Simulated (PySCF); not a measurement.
**C$_{4}$H$_{13}$BN$_{2}$: NMR shielding calculation**

The run: NMR shielding calculation of C$_{4}$H$_{13}$BN$_{2}$, SMILES CCN(C)BNC. Method and program: GIAO PBE0/pcSseg-1 NMR shielding, non-relativistic, gas phase (PySCF 2.14.0).

The geometry comes from this level: GFN2-xTB. Figures and captions count atoms from 1; the log counts them from 0 in places.

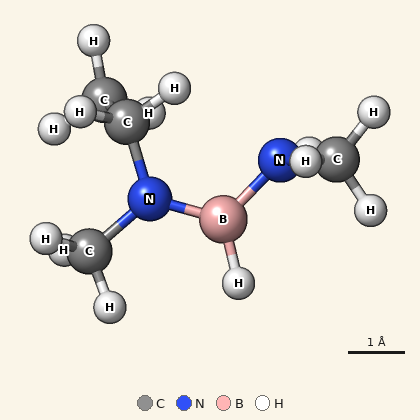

Figure 1. The input geometry (ball-and-stick view, seen at a tilt).

Key numbers

| quantity | value |
| --- | --- |
| outcome | converged |
| total energy | −294.249185 hartree |
| HOMO | −6.04 eV |
| LUMO | 0.65 eV |
| dipole moment | 0.78 D |
| isotropic shielding, C | 140.7 to 169.2 ppm |
| isotropic shielding, N | 116.0 to 231.5 ppm |
| isotropic shielding, B | 65.7 ppm |
| isotropic shielding, H | 26.2 to 32.4 ppm |
| hardware | 1 CPU thread, shared host |
| wall time | 37 s |
| peak memory | 0.86 GiB |

The input
```
{"job": {"kind": "nmr", "xc": "PBE0", "basis": "pcSseg-1", "pop": false}, "charge": 0, "multiplicity": 1}
C     -1.894208     1.083659    -0.269147
C     -1.145165     0.231185     0.755107
N     -0.361422    -0.827825     0.147617
C     -1.156494    -1.909724    -0.386532
B      1.019205    -0.788036     0.091382
N      1.722905     0.371189     0.687510
C      2.487097     1.193542    -0.232865
H     -1.195665     1.470545    -1.006728
H     -2.372672     1.921691     0.231130
H     -2.662415     0.509779    -0.782248
H     -0.442237     0.862127     1.300667
H     -1.861057    -0.207033     1.461989
H     -0.503018    -2.705534    -0.735060
H     -1.820824    -2.310909     0.385514
H     -1.770607    -1.574207    -1.226662
H      1.598523    -1.677123    -0.432863
H      2.326034     0.082276     1.449688
H      3.302578     0.655518    -0.742696
H      1.811774     1.576599    -0.998199
H      2.917669     2.042280     0.302395
```

The first line tells a small driver script what to run in PySCF; the rest is the geometry in Å.

Run as:
```bash
OMP_NUM_THREADS=1 python <driver script> task.json out
```

Log
```
coarse grid: 15616 points
cycle   1  E = -294.1575533694  dE =  5.899e-01  |g| = 4.599e-01  |ddm| = 3.656e+00
cycle   2  E = -294.1442572691  dE =  1.330e-02  |g| = 5.369e-01  |ddm| = 1.133e+00
cycle   3  E = -294.2118019765  dE = -6.754e-02  |g| = 6.714e-02  |ddm| = 6.783e-01
cycle   4  E = -294.2126022068  dE = -8.002e-04  |g| = 2.418e-02  |ddm| = 6.448e-02
cycle   5  E = -294.2127227804  dE = -1.206e-04  |g| = 5.957e-03  |ddm| = 1.937e-02
cycle   6  E = -294.2127293047  dE = -6.524e-06  |g| = 2.227e-03  |ddm| = 5.656e-03
final grid: 147864 points
cycle   7  E = -294.2491627286  dE = -4.457e-05  |g| = 9.672e-03  |ddm| = 2.850e-02
cycle   8  E = -294.2491536911  dE =  9.037e-06  |g| = 1.170e-02  |ddm| = 1.971e-02
cycle   9  E = -294.2491852150  dE = -3.152e-05  |g| = 9.749e-04  |ddm| = 1.074e-02
cycle  10  E = -294.2491854090  dE = -1.940e-07  |g| = 2.637e-04  |ddm| = 9.709e-04
cycle  11  E = -294.2491854227  dE = -1.363e-08  |g| = 9.838e-05  |ddm| = 2.502e-04
cycle  12  E = -294.2491854247  dE = -2.041e-09  |g| = 2.751e-05  |ddm| = 8.142e-05
cycle  13  E = -294.2491854248  dE = -1.485e-10  |g| = 7.038e-06  |ddm| = 2.765e-05
```

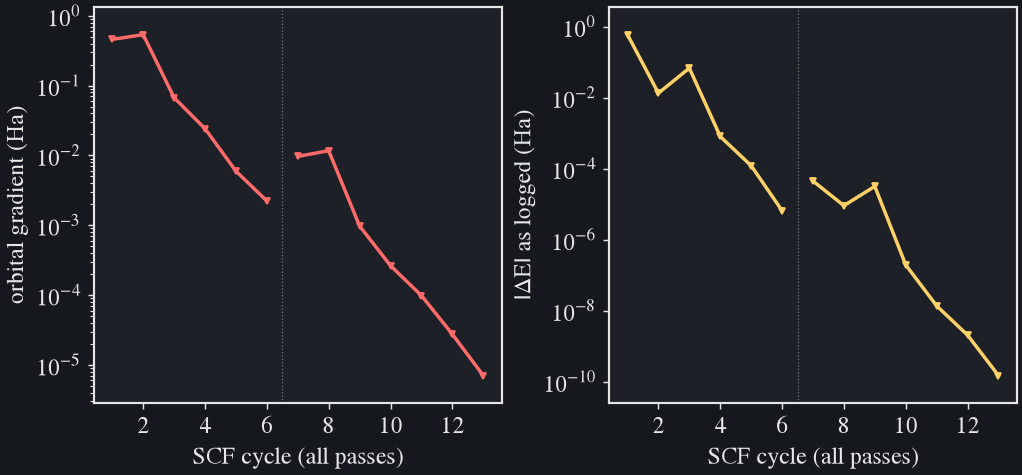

Figure 2. Convergence of the self-consistent field: orbital gradient and size of the energy change against the SCF cycle. The dotted line marks the change from a coarse to the final integration grid. The first 6 cycles use a coarse grid, the final grid takes over at cycle 7, and the field converges after 13 cycles in all.

```
converged SCF energy = -294.2491854248

GIAO shielding tensors (ppm)
atom      isotropic    diamagn.    paramagn.     s11        s22        s33       span
  0 C      169.226     248.788     -79.561    145.900    174.585    187.194     41.294
  1 C      140.679     246.886    -106.207    115.549    137.649    168.838     53.289
  2 N      116.019     326.681    -210.662    -27.416    168.276    207.197    234.613
  3 C      146.621     244.933     -98.312    119.566    135.694    184.604     65.038
  4 B       65.723     199.064    -133.341     36.957     67.872     92.339     55.381
  5 N      231.484     320.202     -88.718    187.412    221.037    286.005     98.593
  6 C      153.415     243.311     -89.896    130.359    145.020    184.864     54.505
  7 H       31.031      31.886      -0.855     26.946     30.026     36.121      9.175
  8 H       30.636      29.382       1.253     26.743     27.494     37.671     10.928
  9 H       30.040      30.524      -0.483     25.323     29.528     35.270      9.947
 10 H       26.181      32.223      -6.041     20.678     27.039     30.828     10.150
 11 H       29.403      31.470      -2.067     24.786     28.519     34.903     10.118
 12 H       28.361      29.862      -1.502     24.272     27.472     33.337      9.065
 13 H       29.186      29.107       0.079     25.341     26.634     35.584     10.244
 14 H       28.521      30.242      -1.721     23.850     27.521     34.193     10.344
 15 H       26.892      33.397      -6.505     24.433     27.777     28.466      4.033
 16 H       32.441      32.886      -0.445     23.611     30.776     42.937     19.326
 17 H       28.804      27.949       0.854     24.013     26.561     35.837     11.823
 18 H       29.562      30.842      -1.280     24.517     29.121     35.047     10.530
 19 H       28.770      28.149       0.621     24.415     26.662     35.232     10.817
```

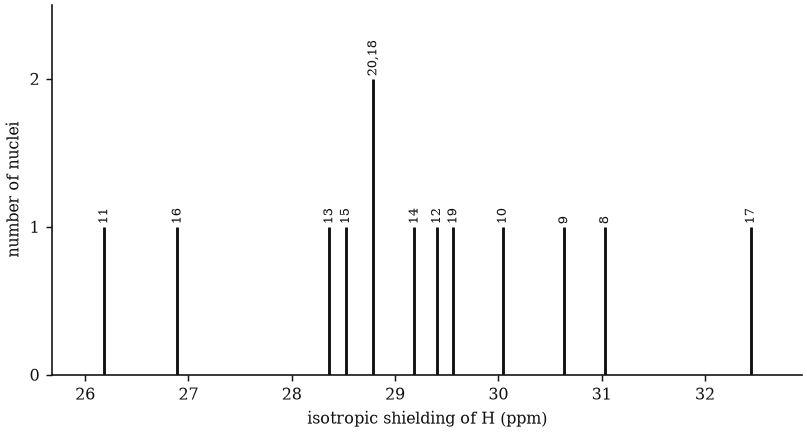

Figure 3. Isotropic shieldings of the hydrogen nuclei in this fixed geometry, labelled by atom number; shielding grows to the right, so chemical shift grows to the left. The least shielded is H11 (26.2 ppm), the most shielded H17 (32.4 ppm).
